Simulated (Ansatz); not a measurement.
# [BPH5]− (SMILES [BH3-]P): CCSDT/STO-3G

Aim: the vertical ionisation energy of [BPH5]− at CCSDT/STO-3G, from 2 runs. 

Program for the calculation: Ansatz 0.2.0.

1 further run of the same task is left out (set aside as unsound or not needed).

### 1 The structure to begin with

[BPH5]− has 7 atoms, charge -1, and is taken as a singlet. SMILES: `[BH3-]P`. The shape is that of a GFN2-xTB optimisation.

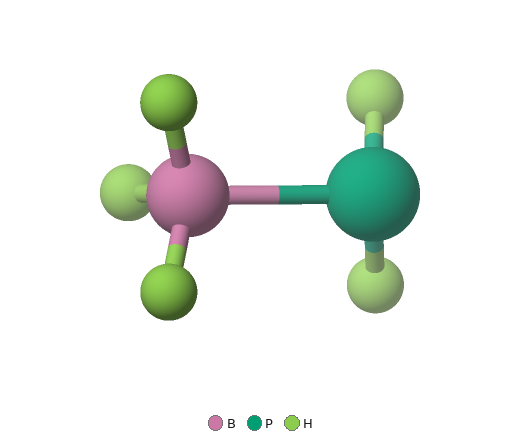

The structure, seen from a chosen angle (boron pink, phosphorus teal, hydrogen green).

### 2 The energy at CCSDT/STO-3G

molecule.yaml

```yaml
crystal:
  periodic: [false, false, false]
  atoms:
    - symbol: B
      position_ang: [-0.506120, -0.519900, -0.363840]
    - symbol: P
      position_ang: [0.697480, 0.300190, 0.995330]
    - symbol: H
      position_ang: [-1.584360, -0.644230, 0.174420]
    - symbol: H
      position_ang: [-0.027360, -1.601150, -0.627340]
    - symbol: H
      position_ang: [-0.557520, 0.205550, -1.330350]
    - symbol: H
      position_ang: [0.219110, 1.599520, 0.971100]
    - symbol: H
      position_ang: [1.758760, 0.660030, 0.180690]
basis:
  gaussian: {orbitals: STO-3G}
total_charge: -1
magnetization: {spin_polarized: false, initial_magnetization: 0}
correlation: {method: ccsdt, frozen_orbitals: {B: 1, H: 0, P: 5}}
accuracy: high
scf: {omitted_lower_state_checks: [cluster_reference, increment]}
```

Command:

```console
$ ansatz run molecule.yaml --threads 1 --pin off --max-ram 2610MiB --events-out events.jsonl --progress --plain --runs-dir runs
```

What it wrote, cut to the lines that bear on the results:

```text
Warning: RAYON_NUM_THREADS=1 ignored (pool sized by the plan → 1); use --threads N
Functional definition: HF
  name "HF"
[...]
333 factors; integrals over basis functions are off by at most 1.1e-8 eV
[...]
mean field -9906.93713203 eV, -364.0732244390 hartree, gradient 4.4e-8 eV, S^2 0.000000; 0 other end points of the search recorded, 0 dependent functions left out
6 core orbitals not correlated: weight in the atoms' cores, before any rotation towards them, 1.000 or more for the frozen orbitals, at most 0.000 for the correlated occupied ones
reference -9906.93713203 eV, -364.0732244390 hartree; 7, 7 occupied and 6, 6 virtual orbitals, 333 factors
second order -2.08888980 eV of doubles, -0.00000000 eV of singles
cycle   1  -2.66545009 eV  change   -5.8e-1 eV  update   6.0e-2
[...]
cycle  19  -2.98818007 eV  change  -3.6e-10 eV  update  1.4e-10
Total energy: -9909.92531210 eV, -364.1830380310 hartree
Checks for a lower state left out: cluster_reference, increment
```

It took 0.22 s on 1 thread of Arm Neoverse V2, shared host.

### 3 Doublet neutral BPH5 at the same level

molecule.yaml

```yaml
crystal:
  periodic: [false, false, false]
  atoms:
    - {symbol: B, position_ang: [-0.506120, -0.519900, -0.363840]}
    - {symbol: P, position_ang: [0.697480, 0.300190, 0.995330]}
    - {symbol: H, position_ang: [-1.584360, -0.644230, 0.174420]}
    - {symbol: H, position_ang: [-0.027360, -1.601150, -0.627340]}
    - {symbol: H, position_ang: [-0.557520, 0.205550, -1.330350]}
    - {symbol: H, position_ang: [0.219110, 1.599520, 0.971100]}
    - {symbol: H, position_ang: [1.758760, 0.660030, 0.180690]}
basis:
  gaussian:
    orbitals: STO-3G
magnetization:
  spin_polarized: true
  initial_magnetization: 1
correlation:
  method: ccsdt
  frozen_orbitals: {B: 1, H: 0, P: 5}
accuracy: high
scf:
  omitted_lower_state_checks: [cluster_reference, increment]
```

Command:

```console
$ ansatz run molecule.yaml --threads 1 --pin off --max-ram 2610MiB --events-out events.jsonl --progress --plain --runs-dir runs
```

What it wrote, cut to the lines that bear on the results:

```text
Warning: RAYON_NUM_THREADS=1 ignored (pool sized by the plan → 1); use --threads N
Functional definition: HF
  name "HF"
[...]
332 factors; integrals over basis functions are off by at most 1.1e-8 eV
[...]
mean field -9907.89956345 eV, -364.1085931411 hartree, gradient 9.0e-8 eV, S^2 0.756756; 0 other end points of the search recorded, 0 dependent functions left out
6 core orbitals not correlated: weight in the atoms' cores, before any rotation towards them, 1.000 or more for the frozen orbitals, at most 0.000 for the correlated occupied ones
reference -9907.89956345 eV, -364.1085931411 hartree; 7, 6 occupied and 6, 7 virtual orbitals, 332 factors
second order -2.03939828 eV of doubles, -0.00000000 eV of singles
cycle   1  -2.62824782 eV  change   -5.9e-1 eV  update   6.3e-2
[...]
cycle  28  -2.98638685 eV  change  -4.5e-10 eV  update  5.3e-10
Total energy: -9910.88595030 eV, -364.2183408338 hartree
Checks for a lower state left out: cluster_reference, increment
```

It took 0.62 s on 1 thread of Arm Neoverse V2, shared host.

### 4 What came out

At CCSDT/STO-3G, 6 core orbitals frozen:

```
                                                         quantity          value
                                    singlet [BPH5]−: total energy  -364.18304 Eh
     singlet [BPH5]−: correlation energy (6 core orbitals frozen)     -109.8 mEh
                                   singlet [BPH5]−: T1 diagnostic          0.005
                               doublet neutral BPH5: total energy  -364.21834 Eh
doublet neutral BPH5: correlation energy (6 core orbitals frozen)     -109.7 mEh
          doublet neutral BPH5: ⟨S²⟩ of the reference determinant          0.757
                              doublet neutral BPH5: T1 diagnostic          0.012
              vertical detachment energy (to the doublet neutral)      -0.961 eV
```

**Reading.** The species is unbound against losing an electron at this level, by 0.96 eV (−22.2 kcal/mol); missing correlation or diffuse functions can give that sign where the real anion is bound. In a minimal basis such a difference can be off by several eV, whatever the method.
